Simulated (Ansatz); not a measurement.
# SnNH3F2 (SMILES [NH2][SnH]([F])[F]): a chain of runs

We compute a transition-state search (singlet SnNH3F2, r2SCAN50/LANL2DZ), then the harmonic vibrations (singlet SnNH3F2, r2SCAN50/LANL2DZ) of F2H3NSn. 

The calculation is run with Ansatz 0.2.0.

**1. Starting point**

SnNH3F2 has 7 atoms, charge 0, and is taken as a singlet. SMILES: `[NH2][SnH]([F])[F]`. All atoms were displaced at random from a relaxed shape. The run starts from this shape.

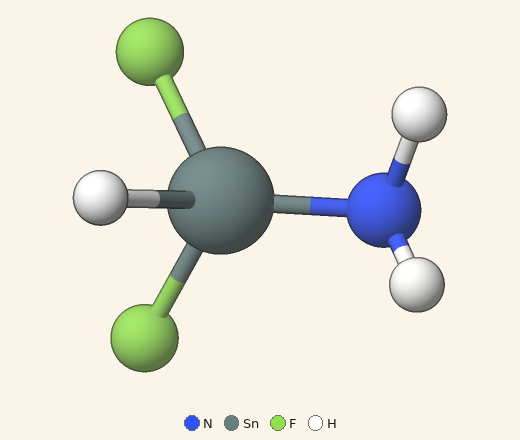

The structure, seen from a chosen angle (nitrogen blue, tin teal, fluorine green, hydrogen white).

**2. A transition-state search at r2SCAN50/LANL2DZ (core potential) (run 1)**

File input.yaml:

```yaml
crystal:
  periodic: [false, false, false]
  atoms:
    - symbol: "N"
      position_ang: [-1.070830, 0.803446, 0.056294]
    - symbol: Sn
      position_ang: [0.152837, -0.453867, 0.074880]
    - symbol: F
      position_ang: [0.971856, -0.832457, 1.751061]
    - symbol: F
      position_ang: [-0.426477, -2.060856, -0.702227]
    - symbol: H
      position_ang: [-0.452048, 1.871851, 0.502777]
    - symbol: H
      position_ang: [-1.373931, 1.065041, -0.873968]
    - symbol: H
      position_ang: [2.014959, -0.431865, -0.911205]
basis:
  gaussian:
    orbitals: LANL2DZ.json
hamiltonian:
  xc: {name: r2SCAN50}
saddle:
  max_steps: 50
  seed: 57
```

The basis set LANL2DZ is read from a file made from the Basis Set Exchange's data (not shown).

On the command line:

```
ansatz run input.yaml --threads 1 --pin off --max-ram 2610MiB --events-out events.jsonl --progress --plain --runs-dir runs
```

What it wrote, cut to the lines that bear on the results:

```text
Warning: RAYON_NUM_THREADS=1 ignored (pool sized by the plan → 1); use --threads N
Functional definition: r2SCAN50
  name "r2SCAN50"
[...]
528 factors; integrals over basis functions are off by at most 1.1e-4 eV
[...]
mean field -7058.70328375 eV, -259.4025611167 hartree, gradient 3.1e-5 eV, S^2 0.000000; 0 other end points of the search recorded, 0 dependent functions left out
[...]
reference -7058.70329031 eV, -259.4025613580 hartree; 16, 16 occupied and 25, 25 virtual orbitals, 528 factors
saddle search: the rotation starts from a random direction (saddle.seed = 57)
[...]
528 factors; integrals over basis functions are off by at most 1.1e-4 eV
[...]
mean field -7058.66861174 eV, -259.4012869442 hartree, gradient 2.6e-6 eV, S^2 0.000000; 0 other end points of the search recorded, 0 dependent functions left out
[...]
reference -7058.66861831 eV, -259.4012871855 hartree; 16, 16 occupied and 25, 25 virtual orbitals, 528 factors
[...]
528 factors; integrals over basis functions are off by at most 1.1e-4 eV
mean field -7058.74993279 eV, -259.4042754373 hartree, gradient 2.6e-6 eV, S^2 0.000000; 0 other end points of the search recorded, 0 dependent functions left out
[...]
reference -7058.74993935 eV, -259.4042756784 hartree; 16, 16 occupied and 25, 25 virtual orbitals, 528 factors
[...]
528 factors; integrals over basis functions are off by at most 1.1e-4 eV
[...]
mean field -7058.70546396 eV, -259.4026412381 hartree, gradient 2.6e-6 eV, S^2 0.000000; 0 other end points of the search recorded, 0 dependent functions left out
[...]
reference -7058.70547053 eV, -259.4026414795 hartree; 16, 16 occupied and 25, 25 virtual orbitals, 528 factors
[...]
WARN: saddle search: on two steps running the search has had no negative curvature along its mode to follow, on a curvature that misses the negative of saddle.curvature_tol by less than its residual: at step 3, +1.090 eV/Å² with a residual of 2.80e0 eV/Å² (extrapolated from the last [...]
saddle step  25: F+E_penalty+E_count = -7060.86229226 eV  max|allowed force component| = 3.776e-1 eV/Å  curvature = -0.5189 eV/Å²  mode residual = 1.20e0 eV/Å²  Δτ_max = 0.1212 Å  (1 rotations, 3 force calls, 62 SCF iters)  cluster: 3 rotations left out, max|force component along them| = [...]
saddle step  33: F+E_penalty+E_count = -7060.72862031 eV  max|allowed force component| = 2.914e-2 eV/Å  curvature = -1.1711 eV/Å²  mode residual = 9.03e-1 eV/Å²  Δτ_max = 0.0087 Å  (1 rotations, 9 force calls, 168 SCF iters)  cluster: 3 rotations left out, max|force component along them| [...]
saddle step  34: F+E_penalty+E_count = -7060.72861458 eV  max|allowed force component| = 1.788e-3 eV/Å  curvature = -1.1961 eV/Å² (error put at 0.0005; -1.1963 at half of saddle.amplitude)  mode residual = 9.47e-1 eV/Å²  Δτ_max = 0.0079 Å  (1 rotations, 54 force calls, 836 SCF iters)  [...]
WARN: saddle search: converged after 34 steps; from 23 of them it moved with no negative curvature along its mode to follow; the point found lies 1.577 Å from the start (the largest move of one atom). A search that has climbed so is the less sure of closing on the saddle that was meant: [...]
Total energy: -7060.72862081 eV, -259.4769908810 hartree
Atom 0 at    -0.733492     0.934729    -0.399262 Å, force    -0.000821    -0.000172     0.000212 eV/Å
Atom 1 at     0.453015    -0.472341     0.198297 Å, force     0.000314    -0.001568     0.001765 eV/Å
Atom 2 at     1.417675    -2.002155     0.792324 Å, force    -0.000666     0.001236    -0.000596 eV/Å
Atom 3 at    -1.071994    -1.594736     0.247865 Å, force    -0.000186    -0.000033    -0.000759 eV/Å
Atom 4 at    -0.431588     1.869224    -0.607260 Å, force    -0.000074     0.000785    -0.000902 eV/Å
Atom 5 at    -1.718204     0.780453    -0.526667 Å, force     0.001785    -0.000410     0.000749 eV/Å
Atom 6 at     1.900954     0.446119     0.192315 Å, force    -0.000352     0.000162    -0.000468 eV/Å
Dipole moment:     0.044077     1.059346    -0.288131 e Å
```

It took 5.8 min on 1 thread of AMD EPYC 7R43 (Zen 3), shared host; peak memory 0.13 GiB.

Steps, from the record of the run:

```csv
step,energy from the first frame kept (eV),largest force (eV/Å)
1,0.0000,11.2113
3,-2.8160,2.4193
5,-3.1699,1.0801
7,-3.2199,0.6510
9,-3.1848,0.5199
11,-3.1103,0.5937
13,-3.0096,0.6520
15,-2.8869,0.7060
17,-2.7472,0.7525
19,-2.6009,0.7669
21,-2.4645,0.7279
23,-2.3488,0.6646
25,-2.1590,0.5300
27,-1.9995,0.4004
29,-2.0279,0.7373
31,-2.0228,0.0987
33,-2.0253,0.0310
34,-2.0253,0.0024
```

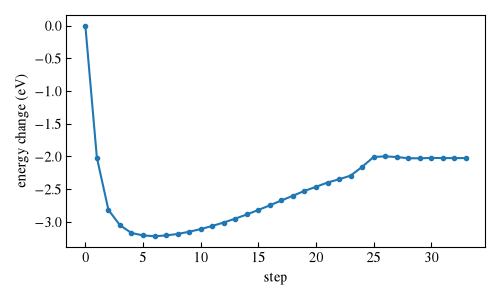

Energy along the run.

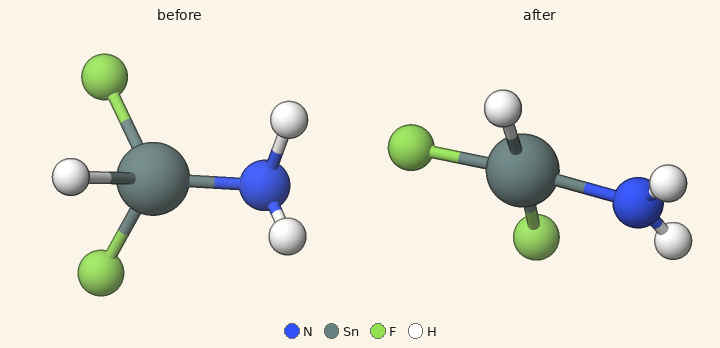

Before and after, at one scale.

After the run. Bond lengths: N1–Sn2 1.935 Å, Sn2–F3 1.904 Å, Sn2–F4 1.894 Å, N1–H5 1.004 Å, N1–H6 1.005 Å, Sn2–H7 1.715 Å. Angles: N1–Sn2–F3 172.5°, N1–Sn2–F4 86.9°, F3–Sn2–F4 85.6°, N1–Sn2–H7 97.3°, F3–Sn2–H7 90.2°, F4–Sn2–H7 175.8°, Sn2–N1–H5 123.8°, Sn2–N1–H6 121.9°, H5–N1–H6 114.3°.

**3. Saddle: the harmonic vibrations at r2SCAN50/LANL2DZ (core potential) (run 2)**

File run.yaml:

```yaml
basis:
  gaussian:
    orbitals: LANL2DZ.json
crystal:
  periodic: [false, false, false]
  atoms:
    - {symbol: "N", position_ang: [-0.733492, 0.934729, -0.399262]}
    - {symbol: Sn, position_ang: [0.453015, -0.472341, 0.198297]}
    - {symbol: F, position_ang: [1.417675, -2.002155, 0.792324]}
    - {symbol: F, position_ang: [-1.071994, -1.594736, 0.247865]}
    - {symbol: H, position_ang: [-0.431588, 1.869224, -0.607260]}
    - {symbol: H, position_ang: [-1.718204, 0.780453, -0.526667]}
    - {symbol: H, position_ang: [1.900954, 0.446119, 0.192315]}
hamiltonian:
  xc: {name: r2SCAN50}
phonons:
  temperatures: {t_min: 300, t_max: 1500, t_step: 300}
```

The basis set LANL2DZ is read from a file made from the Basis Set Exchange's data (not shown).

On the command line:

```
ansatz run run.yaml --threads 1 --pin off --max-ram 2610MiB --events-out events.jsonl --progress --plain --runs-dir runs
```

What it wrote, cut to the lines that bear on the results:

```text
Warning: RAYON_NUM_THREADS=1 ignored (pool sized by the plan → 1); use --threads N
[... 2 set-up lines as earlier in the session ...]
[...]
530 factors; integrals over basis functions are off by at most 1.2e-4 eV
[...]
mean field -7060.72858292 eV, -259.4769894887 hartree, gradient 9.1e-6 eV, S^2 0.000000; 0 other end points of the search recorded, 0 dependent functions left out
[...]
reference -7060.72858919 eV, -259.4769897190 hartree; 16, 16 occupied and 25, 25 virtual orbitals, 530 factors
[...]
530 factors; integrals over basis functions are off by at most 1.2e-4 eV
[...]
mean field -7060.72836822 eV, -259.4769815985 hartree, gradient 2.8e-6 eV, S^2 0.000000; 0 other end points of the search recorded, 0 dependent functions left out
[...]
reference -7060.72837449 eV, -259.4769818288 hartree; 16, 16 occupied and 25, 25 virtual orbitals, 530 factors
[...]
530 factors; integrals over basis functions are off by at most 1.2e-4 eV
[...]
WARN: phonons: modes at or below zero, which the zero-point energy, F, S and C_V leave out: 1, the lowest at -235.36 cm⁻¹. A minimum has none, and a first-order saddle one
Total energy: -7060.72858919 eV, -259.4769897190 hartree
Atom 0 at    -0.733492     0.934729    -0.399262 Å, force    -0.000418    -0.000625     0.000488 eV/Å
Atom 1 at     0.453015    -0.472341     0.198297 Å, force    -0.001366    -0.000077     0.000735 eV/Å
Atom 2 at     1.417675    -2.002155     0.792324 Å, force    -0.000732     0.000761    -0.000325 eV/Å
Atom 3 at    -1.071994    -1.594736     0.247865 Å, force     0.000708    -0.000811    -0.000391 eV/Å
Atom 4 at    -0.431588     1.869224    -0.607260 Å, force     0.000225     0.000888    -0.000848 eV/Å
Atom 5 at    -1.718204     0.780453    -0.526667 Å, force     0.001896    -0.000172     0.000732 eV/Å
Atom 6 at     1.900954     0.446119     0.192315 Å, force    -0.000312     0.000036    -0.000392 eV/Å
Dipole moment:     0.044055     1.059388    -0.288147 e Å
Vibrations: -235.36 220.65 287.66 361.19 545.59 577.76 599.79 688.16 743.42 750.17 900.73 1655.59 1941.07 3719.16 3864.78 cm⁻¹, zero-point energy 1.044921 eV
```

Wall time 56 s (1 thread of AMD EPYC 7R43 (Zen 3), shared host); peak memory 0.13 GiB.

**4. Summary of results**

```
                                        quantity                  value
run 1, r2SCAN50/LANL2DZ: total energy at the end          -259.47699 Eh
          run 1, r2SCAN50/LANL2DZ: dipole moment                 5.28 D
                            saddle: total energy          -259.47699 Eh
                           saddle: dipole moment                 5.28 D
                saddle: largest force on an atom             0.002 eV/Å
              saddle: lowest harmonic wavenumber  235i cm⁻¹ (imaginary)
             saddle: highest harmonic wavenumber              3865 cm⁻¹
```

What this shows: Mulliken charges (run 1, r2SCAN50/LANL2DZ) run from -1.15 on N1 to +1.73 on Sn2; they depend strongly on the basis. 1 mode is imaginary (lowest 235i cm⁻¹): a first-order saddle point, unless the integration grid spoils the Hessian. Mulliken charges (saddle) run from -1.15 on N1 to +1.73 on Sn2; they depend strongly on the basis.
